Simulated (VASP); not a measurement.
Consider the following.

```yaml
crystal:
  lattice:
    - [4.00094, 0.00000, 0.00000]
    - [0.00000, 4.00094, 0.00000]
    - [0.00000, 0.00000, 4.37983]
  atoms:
    - { symbol: Ba, position: [0.00000, 0.00000, 0.02009] }
    - { symbol: Ti, position: [0.50000, 0.50000, 0.53720] }
    - { symbol: O, position: [0.50000, 0.50000, 0.94823] }
    - { symbol: O, position: [0.00000, 0.50000, 0.47924] }
    - { symbol: O, position: [0.50000, 0.00000, 0.47924] }
```

The numbers are results of revPBE GGA, VASP's PBE PAW potentials (set 64) (plane waves; VASP), not measurements. Numerical set-up: 520 eV cut-off, 6×6×6 Γ-centred mesh, tetrahedra with Blöchl corrections, potentials Ba_sv Ti_sv O.

Unless said otherwise, spin-orbit coupling is left out, though it shifts the bands of the heavy elements here.

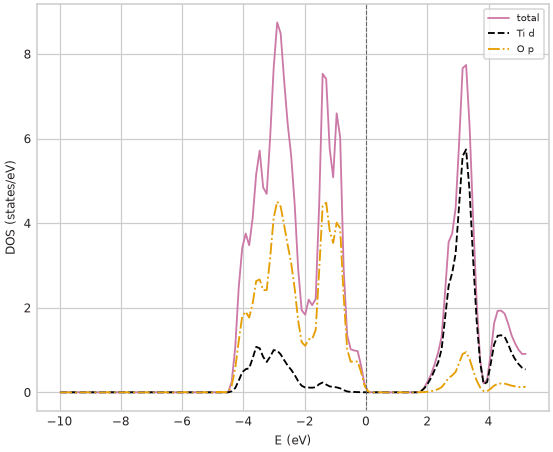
*Total and projected density of states, zero at the valence-band maximum*

Within 2 eV below the valence-band maximum the largest weight inside VASP's projection spheres is O p.

The gap is indirect, 1.78 eV, from the valence maximum at A to the conduction minimum at Γ.

The compound is BaTiO3 in the tetragonal perovskite structure. It was relaxed first, which changed the volume by +9 %.
